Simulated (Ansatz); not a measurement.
**PtSe2 monolayer (1T): the cell at rest**

Aim: bring PtSe2 monolayer (1T) to small forces and stress, as phonons need.

Main program and level: Ansatz 0.2.0; DFT PBE, scalar-relativistic, plane waves, PAW.

**1. Starting point**

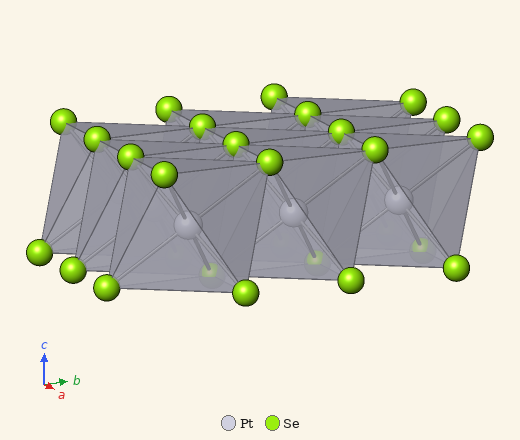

The cell as given, slightly off an axis (platinum light grey, selenium green). 2×2×1 cells are drawn. Some periodic images of atoms are drawn too.

The cell holds 3 atoms: 1 Pt and 2 Se. Its edges and angles: a = 3.650 Å, b = 3.650 Å, c = 20.000 Å, α = 90.0°, β = 90.0°, γ = 120.0°. Vacuum lies along c.

As a file:

```cif
data_structure
_symmetry_space_group_name_H-M 'P 1'
_symmetry_Int_Tables_number 1
_cell_length_a 3.6500
_cell_length_b 3.6500
_cell_length_c 20.0000
_cell_angle_alpha 90.000
_cell_angle_beta 90.000
_cell_angle_gamma 120.000
_cell_volume 230.75
loop_
_atom_site_label
_atom_site_type_symbol
_atom_site_fract_x
_atom_site_fract_y
_atom_site_fract_z
_atom_site_occupancy
Pt1 Pt 0.00000 0.00000 0.50000 1
Se2 Se 0.33333 0.66667 0.57659 1
Se3 Se 0.66667 0.33333 0.42341 1
```

**2. A coarse first look**

A quick single point on a coarse mesh tells whether the cell has a gap and how far it is from rest, which sets the k mesh and smearing that follow.

The program solves this slab on a cell height of its own, 29.9 Å, in place of the one typed.

Contents of input.yaml:

```yaml
crystal:
  lattice:
    - [3.65, 0.0, 0.0]
    - [-1.825, 3.16099, 0.0]
    - [0.0, 0.0, 20.0]
  atoms:
    - { symbol: Pt, position: [0.0, 0.0, 0.5] }
    - { symbol: Se, position: [0.333333, 0.666667, 0.57659] }
    - { symbol: Se, position: [0.666667, 0.333333, 0.42341] }
  periodic: [true, true, false]
kpoints:
  mp_grid: { grid: [6, 6, 1] }
hamiltonian:
  xc: pbe
scf:
  occupations: { method: gaussian, width: 0.1 }
output:
  forces: true
  stress: true
  eigenvalues: true
```

Run with:

```bash
> ansatz run input.yaml --threads 8 --pin off --max-ram 14336MiB --backend cpu --events-out ev --progress --plain --runs-dir out
```

Numbers of over 12 decimals in the logs are rounded to 6 here.

Log:

```text
[...]
k-point 1: bands = [... 21 lower, -7.6085, -6.2834, -5.7069, -5.2817, -4.1854, -3.2652, -0.5003 (-0.5006°), 0.0189, ... 1 higher]
  k-point 2: bands = [... 21 lower, -7.8333, -7.1361, -6.1878, -5.9151, -3.9807, -3.3685, -0.7873, 0.6252, ... 1 higher]
  k-point 6: bands = [... 21 lower, -7.9635, -7.4788, -6.3506, -6.3506, -4.0642, -4.0642, -0.4380, 2.0339, ... 1 higher]
  ° read free of the cell's end (the report's vacuum.weakly_bound_levels)
[key lines of the parts left out:]
SCF converged after 7 iterations
Free energy (F): -23462.008394 eV
Fermi energy:    -4.721368 eV
P = ½ c Tr σ = -2.1052 N/m
```

Wall time 0.96 s (8 threads of Arm Neoverse V1, shared host); peak memory 0.73 GiB; 5.9 s of CPU time.

A gap read on the k-mesh alone can miss the band edges.

Numbers from this step:

* gap on the k-mesh: 1.013 eV
* direct gap on mesh: 1.096 eV
* area per atom: 3.846 Å²

The coarse mesh shows a gap of 1.01 eV.

**3. Rough relaxation**

A rough relaxation comes first, because large forces or stress need no tight tolerances yet.

The program solves this slab on a cell height of its own, 29.9 Å, in place of the one typed.

Edit input.yaml of step 2 so:

```diff
@@ -20 +20,6 @@
   eigenvalues: true
+relax:
+  adjacent_minimum: "off"
+  f_tol: 0.05
+  max_steps: 80
+  cell: { stress_2d_tol: 0.02 }
```

Log:

```text
[...]
Crystal: 3 atoms, lattice volume = 345.288 Å³
Basis set: ecut = 420 eV, 6653 PW (Γ), exchange–correlation on 50×50×432 points (8 copies of the dense FFT grid, shifted against one another)
Bands: 30, of which v1, the nominal top of the filled ones, is band 25 counted from 1 (24 counted from 0)
Symmetry: 12 space group operations
[...]
F+E_penalty+E_count = -23462.35900109 eV   max|allowed force component| = 1.420e-4 eV/Å   (the final SCF, on the basis selected at the relaxed cell)
  cell:  # Å, volume = 364.5295 Å³
    - [3.750317, 0.0, 0]
    - [-1.875158, 3.247870, 0]
    - [0, 0, 29.927200]
  atoms:
    - { symbol: Pt, position: [0, 0, 0.334144] }
    - { symbol: Se, position: [0.333333, 0.666667, 0.377776] }
    - { symbol: Se, position: [0.666667, 0.333333, 0.290513] }
[key lines of the parts left out:]
SCF converged after 9 iterations
Free energy (F): -23462.359001 eV
Fermi energy:    -4.910117 eV
P = ½ c Tr σ = 0.0010 N/m
```

Wall time 6.1 s (8 threads); peak memory 0.79 GiB; 42 s of CPU time.

The steps of the relaxation:

| step | energy less that of the first step (eV) | largest force component (eV/Å) | volume (Å³) |
| --- | --- | --- | --- |
| 1 | 0.0000 | 1.6665 | 345.29 |
| 2 | -0.2978 | 0.2817 | 346.18 |
| 3 | -0.3474 | 0.0560 | 360.28 |
| 4 | -0.3500 | 0.0097 | 364.50 |
| 5 | -0.3500 | 0.0004 | 364.53 |
| 6* | -0.3506 | 0.0001 | 364.53 |

Relaxation steps marked * repeat the geometry before them on a plane-wave basis chosen anew for their cell, so energy and pressure can jump there.

Forces are held to the 12 operations that the run works with; a distortion that breaks them can't arise in this run.

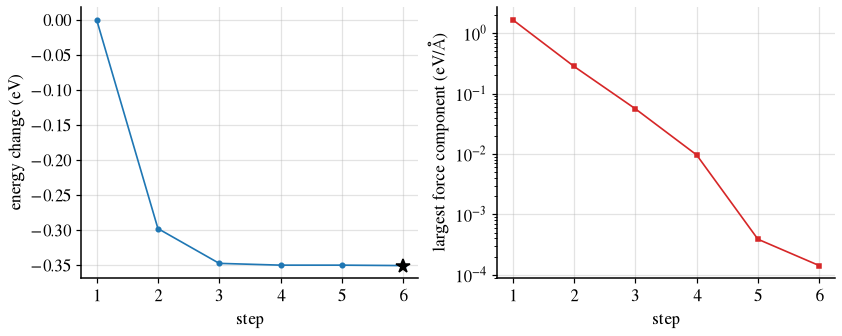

Energy and largest force along the relaxation. Stars mark steps on a basis chosen anew.

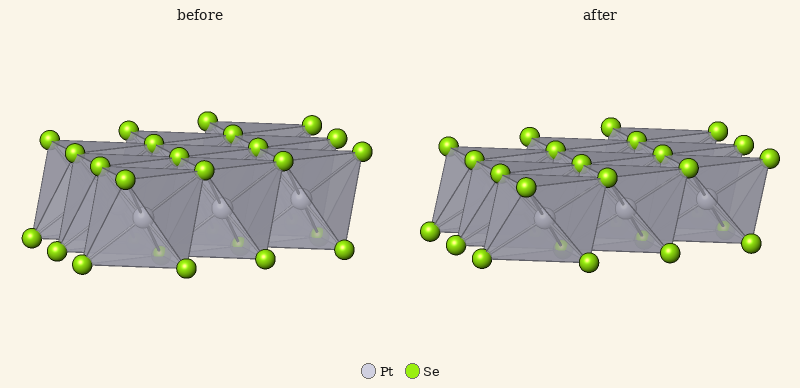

Before and after, at one scale.

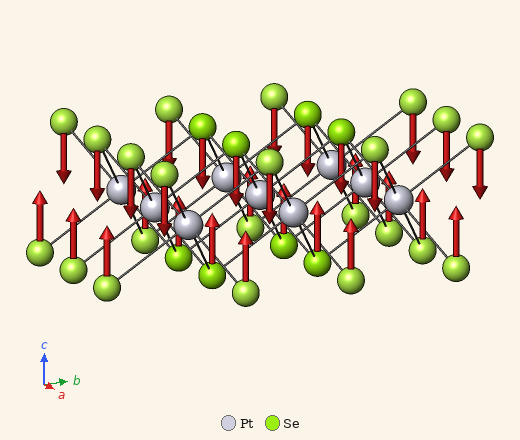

Displacements in the relaxation, exaggerated, measured against the changing cell; the longest in the cell stands for 0.23 Å. 2×2×1 cells are drawn. Some periodic images of atoms are drawn too.

| cell as run | before | after | change |
| --- | --- | --- | --- |
| a (Å) | 3.650 | 3.750 | +2.7 % |
| b (Å) | 3.650 | 3.750 | +2.7 % |

The atoms that moved most (Å, along periodic axes as changes of fractional coordinates times the final cell, across vacuum about the mean position):

| atom | dx | dy | dz | length |
| --- | --- | --- | --- | --- |
| Se2 | 0.000 | 0.000 | -0.226 | 0.226 |
| Se3 | 0.000 | 0.000 | 0.226 | 0.226 |

Final coordinates:

```xyz
3
Lattice="3.7503 0.0000 0.0000 -1.8752 3.2479 0.0000 0.0000 0.0000 29.9272" Properties=species:S:1:pos:R:3
Pt    0.0000    0.0000   10.0000
Se    0.0000    2.1652   11.3058
Se    1.8752    1.0826    8.6942
```

This step gave:

| Property | Result |
| --- | --- |
| gap on the k-mesh | 1.671 eV |
| direct gap on mesh | 1.744 eV |
| area per atom | 4.06 Å² |

The relaxation ends with a largest force component of 1.4e-4 eV/Å.

**4. Relaxation**

The cell and atoms are relaxed, since residual forces and stress would shift the frequencies.

Contents of input.yaml:

```yaml
crystal:
  lattice:
    - [3.7503168937, 0.0, 0.0]
    - [-1.8751584468, 3.2478697021, 0.0]
    - [0.0, 0.0, 29.9272]
  atoms:
    - { symbol: Pt, position: [0.0, 0.0, 0.3341441899] }
    - { symbol: Se, position: [0.3333333333, 0.6666666667, 0.3777756928] }
    - { symbol: Se, position: [0.6666666667, 0.3333333333, 0.290512687] }
  periodic: [true, true, false]
kpoints:
  mp_grid: { grid: [9, 9, 1] }
hamiltonian:
  xc: pbe
scf:
  occupations: { method: gaussian, width: 0.02 }
output:
  forces: true
  stress: true
  eigenvalues: true
  write_density: true
  write_potential: true
  elf: true
  volumetric_format: npy
relax:
  adjacent_minimum: "off"
  f_tol: 0.005
  max_steps: 80
  cell: { stress_2d_tol: 0.02 }
```

Log:

```text
[...]
Crystal: 3 atoms, lattice volume = 364.529 Å³
Basis set: ecut = 420 eV, 7157 PW (Γ), exchange–correlation on 54×54×432 points (8 copies of the dense FFT grid, shifted against one another)
Bands: 30, of which v1, the nominal top of the filled ones, is band 25 counted from 1 (24 counted from 0)
[... 1 set-up line as in the run before ...]
[...]
k-points: 12 of 81
[...]
SCF iter   1: F=—  HF=-23462.364597 eV  |F-HF|=—  |Δ(HF+E_count)|=         —  Δρ=1.32e-3  dr2=6.91e-3  ethr=1.77e-3  ⟨swp⟩=15.2  Hψ=2347  notcnv=0
[...]
SCF iter   7: F=-23462.359424 eV  HF=-23462.359424 eV  |F-HF|=3.79e-8  |Δ(HF+E_count)|=   2.45e-8  Δρ=1.59e-6  dr2=7.17e-9  ethr=2.00e-10  ⟨swp⟩=24.1  Hψ=3515  notcnv=0
SCF 1 converged in 7 iterations: F = -23462.359424 eV  dr2 = 7.17e-9
[...]
relax step   1: F+E_penalty+E_count = -23462.35942358 eV  Δ(F+E_penalty+E_count) = +0.000e0 eV  max|allowed force component| = 1.262e-2 eV/Å  Δτ_max = 0.0000 Å  P = -0.020 N/m  Ω = 364.529 Å³  fix = [c, alpha, beta]  reactions: c -0.000 N/m  (7 SCF iters, dr2 threshold 1.00e-7 eV, accepted)
Crystal: 3 atoms, lattice volume = 364.063 Å³
Basis set: ecut = 420 eV, 7133 PW (Γ), exchange–correlation on 54×54×432 points (8 copies of the dense FFT grid, shifted against one another)
[...]
SCF iter   6: F=-23462.359452 eV  HF=-23462.359452 eV  |F-HF|=1.07e-9  |Δ(HF+E_count)|=   8.80e-9  Δρ=4.55e-7  dr2=1.22e-9  ethr=1.99e-11  ⟨swp⟩=16.2  Hψ=3074  notcnv=0
SCF 2 converged in 6 iterations: F = -23462.359452 eV  dr2 = 1.22e-9
relax step   2: F+E_penalty+E_count = -23462.35945200 eV  Δ(F+E_penalty+E_count) = -2.842e-5 eV  max|allowed force component| = 1.695e-2 eV/Å  Δτ_max = 0.0040 Å  P = -0.042 N/m  Ω = 364.063 Å³  energy of the carried Pulay correction = +1.585e-5 eV  fix = [c, alpha, beta]  reactions: c -0.000 N/m  (6 SCF iters, dr2 threshold 9.95e-9 eV, accepted)
Crystal: 3 atoms, lattice volume = 364.165 Å³
[...]
SCF iter   5: F=-23462.359474 eV  HF=-23462.359474 eV  |F-HF|=8.37e-10  |Δ(HF+E_count)|=   1.02e-8  Δρ=9.18e-7  dr2=4.69e-9  ethr=3.59e-11  ⟨swp⟩=9.6  Hψ=2516  notcnv=0
SCF 3 converged in 5 iterations: F = -23462.359474 eV  dr2 = 4.69e-9
relax step   3: F+E_penalty+E_count = -23462.35947355 eV  Δ(F+E_penalty+E_count) = -2.155e-5 eV  max|allowed force component| = 1.514e-3 eV/Å  Δτ_max = 0.0017 Å  P = -0.012 N/m  Ω = 364.165 Å³  energy of the carried Pulay correction = +1.239e-5 eV  fix = [c, alpha, beta]  reactions: c -0.000 N/m  (5 SCF iters, dr2 threshold 1.80e-8 eV, accepted)
[...]
SCF iter   1: F=—  HF=-23462.359361 eV  |F-HF|=—  |Δ(HF+E_count)|=         —  Δρ=1.33e-6  dr2=2.48e-9  ethr=4.94e-7  ⟨swp⟩=6.0  Hψ=3706  notcnv=0
eigensolver tolerance schedule: the retry pair's looser diagonalisation over-reported the residual by 99483.47 of it (diagonalisation noise at an unbounded share of the residual, at the tolerance the schedule requests for it); recorded, not acted on — ethr = c·dr2/N_el stays at c = 1.0e-1
SCF iter   2: F=—  HF=-23462.359461 eV  |F-HF|=—  |Δ(HF+E_count)|=   9.94e-5  Δρ=1.36e-6  dr2=7.34e-9  ethr=4.96e-12  ⟨swp⟩=6.8  Hψ=1449  notcnv=0
[...]
SCF iter   7: F=-23462.359461 eV  HF=-23462.359461 eV  |F-HF|=5.82e-11  |Δ(HF+E_count)|=  2.55e-11  Δρ=2.55e-8  dr2=1.87e-12  ethr=1.00e-12  ⟨swp⟩=8.9  Hψ=2128  notcnv=0
SCF 4 converged in 7 iterations: F = -23462.359461 eV  dr2 = 1.87e-12
relax step   4: F+E_penalty+E_count = -23462.35946056 eV  Δ(F+E_penalty+E_count) = +1.299e-5 eV  max|allowed force component| = 1.523e-3 eV/Å  Δτ_max = 0.0000 Å  P = -0.012 N/m  Ω = 364.165 Å³  fix = [c, alpha, beta]  reactions: c -0.000 N/m  stress off target by 1.23e-2 N/m on what of the cell is left free  SCF on the basis re-selected at this cell (its energy is not comparable with the rows above)  (7 SCF iters)
basis re-selected at this cell: Δ(F+E_penalty+E_count) = +1.299e-5 eV, ΔP = +0.000 N/m vs the last step (what re-selecting the basis moved, of the pressure what is left beyond the Pulay correction that the steps carried, after the strain that the cell walked since its last selection, with what the two solves' SCF thresholds leave and, on support functions, any second-order correction that the steps lacked; it is no m [...]
SCF converged after 7 iterations
Free energy (F): -23462.359461 eV
[...]
Internal energy: -23462.359461 eV  (E = F + TS)
E sigma→0 (E₀):  -23462.359461 eV
Fermi energy:    -5.036366 eV
[...]
--- Forces (eV/Å), atoms counted from 1 ---
  atom   1  Pt    -0.00000000     0.00000000     0.00000000
  atom   2  Se    -0.00000000    -0.00000000    -0.00152290
  atom   3  Se     0.00000000     0.00000000     0.00152290
  max |Σ_I F_I| component: 2.31e-18 eV/Å
--- 2D stress c σ (N/m, compression-positive) ---
       -0.012331       0.000000       0.000000
        0.000000      -0.012331       0.000000
        0.000000       0.000000      -0.000000
  P = ½ c Tr σ = -0.0123 N/m
--- Band table (eV; the first three rows and the last of 12) ---
  k-point 0: bands = [... 21 lower, -6.9133, -6.2768, -5.7318, -5.7318, -2.7755, -2.7755, -1.2059 (-1.2060°), -0.4560, ... 1 higher]
  k-point 1: bands = [... 21 lower, -7.3254, -6.0630, -5.7956, -5.7383, -3.5339, -2.9527, -0.7698 (-0.7700°), -0.2487, ... 1 higher]
  k-point 2: bands = [... 21 lower, -7.8213, -6.1106, -5.9639, -5.8517, -4.3406, -3.1581, -0.0611 (-0.0615°), 0.0840, ... 1 higher]
  k-point 11: bands = [... 21 lower, -8.1818, -7.8855, -6.6652, -6.6652, -3.9116, -3.9116, 0.3772, 2.4485, ... 1 higher]
  ° read free of the cell's end (the report's vacuum.weakly_bound_levels)
--- Relaxed structure (3 steps of the walk, 3 accepted, 1 SCFs on fresh bases) ---
[...]
cell:  # Å, volume = 364.1646 Å³
    - [3.748440, -2.8853053492164113e-11, 0]
    - [-1.874220, 3.246244, 0]
    - [0, 0, 29.9272]
  atoms:
    - { symbol: Pt, position: [0, 0, 0.3341441899] }
    - { symbol: Se, position: [0.333333, 0.666667, 0.377852] }
    - { symbol: Se, position: [0.666667, 0.333333, 0.290436] }
```

The job ended after 6.5 s (8 threads; peak memory 0.97 GiB; 46 s of CPU time).

Little changed from the start: no atom moved by 0.005 Å and no cell edge by 0.1 %.

Numbers from this step:

```yaml
gap_on_the_k_mesh: 1.391 eV
direct_gap_on_mesh: 1.511 eV
area_per_atom: 4.056 Å²
```

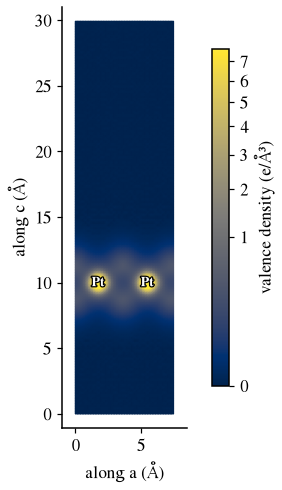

Valence density in the ac plane at fractional y = 0.000, with atoms of Pt within 0.2 Å of it. It is the smooth field of the valence electrons, not physical close to the nuclei. The map starts off the cell's origin, so that atoms lie inside it. The colour scale is stretched toward low values.

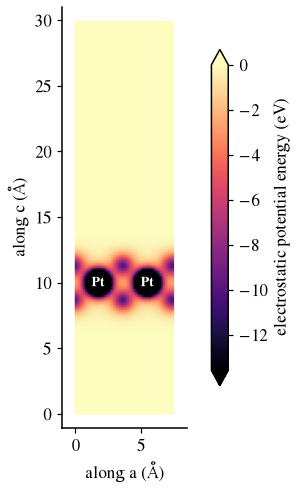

Electrostatic potential energy in the ac plane at fractional y = 0.000, with atoms of Pt within 0.2 Å of it. With pseudopotentials it is smooth inside the atoms' cores, unlike the true potential. The map starts off the cell's origin, so that atoms lie inside it.

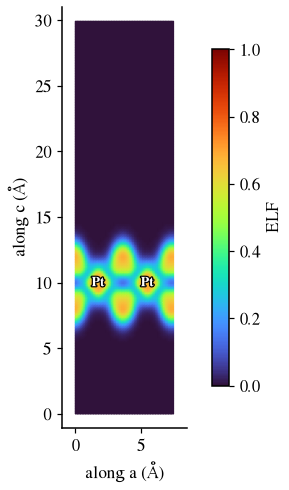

ELF in the ac plane at fractional y = 0.000, with atoms of Pt within 0.2 Å of it. It is the smooth field of the valence electrons, not physical close to the nuclei. The map starts off the cell's origin, so that atoms lie inside it.

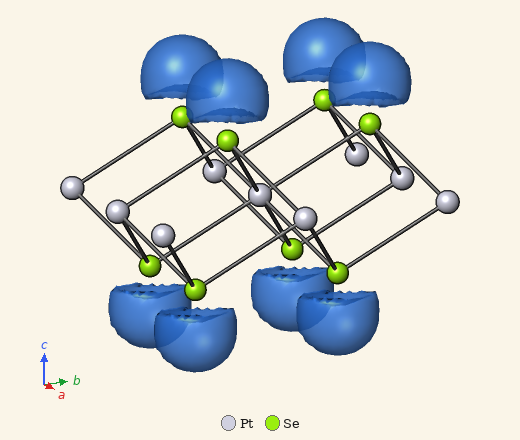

Surface of ELF = 0.81. 2×2×1 cells are drawn.

**5. Tight relaxation**

Phonons need a cell at rest on their own settings, so the relaxation is repeated with tight tolerances on forces and stress, using the mesh and the filling of the phonon run that follows.

input.yaml, the sections that differ from step 4:

```yaml
crystal:
  lattice:
    - [3.7484395868, 0.0, 0.0]
    - [-1.8742197934, 3.2462439067, 0.0]
    - [0.0, 0.0, 29.9272]
  atoms:
    - { symbol: Pt, position: [0.0, 0.0, 0.3341441899] }
    - { symbol: Se, position: [0.3333333333, 0.6666666667, 0.3778523411] }
    - { symbol: Se, position: [0.6666666667, 0.3333333333, 0.2904360387] }
  periodic: [true, true, false]
scf:
  occupations: { method: fixed }
relax:
  adjacent_minimum: "off"
  f_tol: 0.001
  max_steps: 60
  cell: { stress_2d_tol: 0.002 }
# kpoints, hamiltonian, output: as in step 4
```

Log:

```text
[...]
Crystal: 3 atoms, lattice volume = 364.165 Å³
Basis set: ecut = 420 eV, 7157 PW (Γ), exchange–correlation on 54×54×432 points (8 copies of the dense FFT grid, shifted against one another)
Bands: 30, of which v1, the nominal top of the filled ones, is band 25 counted from 1 (24 counted from 0)
[... 1 set-up line as in the run before ...]
[...]
k-points: 12 of 81
[...]
° read free of the cell's end (the report's vacuum.weakly_bound_levels)
--- Relaxed structure (3 steps of the walk, 3 accepted, 1 SCFs on fresh bases) ---
[...]
cell:  # Å, volume = 364.0896 Å³
    - [3.748054, 0.0, 0]
    - [-1.874027, 3.245910, 0]
    - [0, 0, 29.9272]
  atoms:
    - { symbol: Pt, position: [0, 0, 0.3341441899] }
    - { symbol: Se, position: [0.333333, 0.666667, 0.377856] }
    - { symbol: Se, position: [0.666667, 0.333333, 0.290433] }
[key lines of the parts left out:]
SCF converged after 9 iterations
Free energy (F): -23462.359460 eV
Fermi energy:    -5.731216 eV
P = ½ c Tr σ = 0.0005 N/m
```

Run time: 6.8 s. Hardware: 8 threads; peak memory 0.98 GiB.

Little changed from the start: no atom moved by 0.005 Å and no cell edge by 0.1 %.

Numbers from this step:

* direct gap on mesh: 1.512 eV
* area per atom: 4.055 Å²

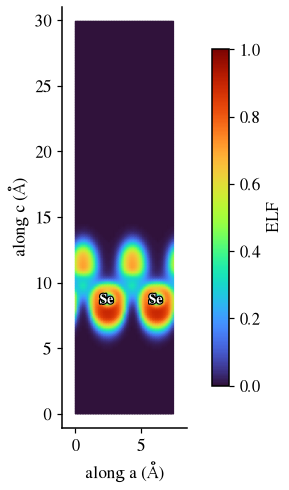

ELF in the ac plane at fractional y = 0.333, with atoms of Se within 0.2 Å of it. It is the smooth field of the valence electrons, not physical close to the nuclei.

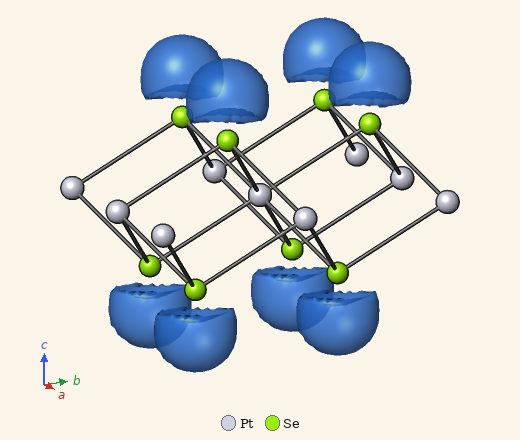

Surface of ELF = 0.81. 2×2×1 cells are drawn.

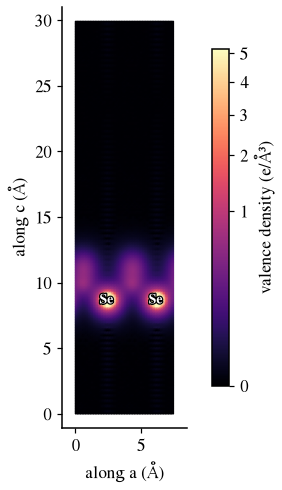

Valence density in the ac plane at fractional y = 0.333, with atoms of Se within 0.2 Å of it. It is the smooth field of the valence electrons, not physical close to the nuclei. The colour scale is stretched toward low values.

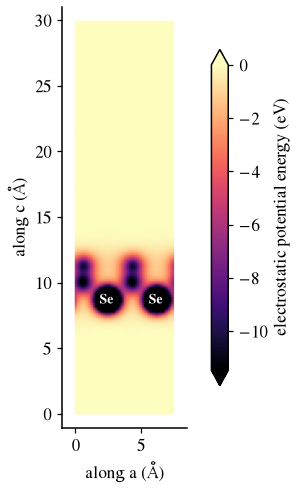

Electrostatic potential energy in the ac plane at fractional y = 0.333, with atoms of Se within 0.2 Å of it. With pseudopotentials it is smooth inside the atoms' cores, unlike the true potential.

The largest force component left is 0.28 meV/Å, within the tolerances set.

**6. Summary of results**

- space group after relaxation (within 0.01 Å): P-3m1
- lattice constant a: 3.748 Å
- lattice constant b: 3.748 Å
- area per atom: 4.05 Å²
- gap on the k-mesh: 1.39 eV

**Reading.** The largest force component left is 0.28 meV/Å, within the tolerances set. The relaxation keeps the symmetry of its start, so it says nothing on stability against lower symmetry. Spin-orbit coupling is left out, which can matter for the heavy elements here. The starting cell was built on a prototype and not taken from a measurement.

[Logs are printed without paths, hosts, clocks, repeated set-up lines and the standing remarks that a program may print on its own settings, such as how far it seeks lower states.]

[Hosts, paths, dates, database ids (printed as entryN), source tags and the programs' standing remarks are cut or masked in the printed files.]
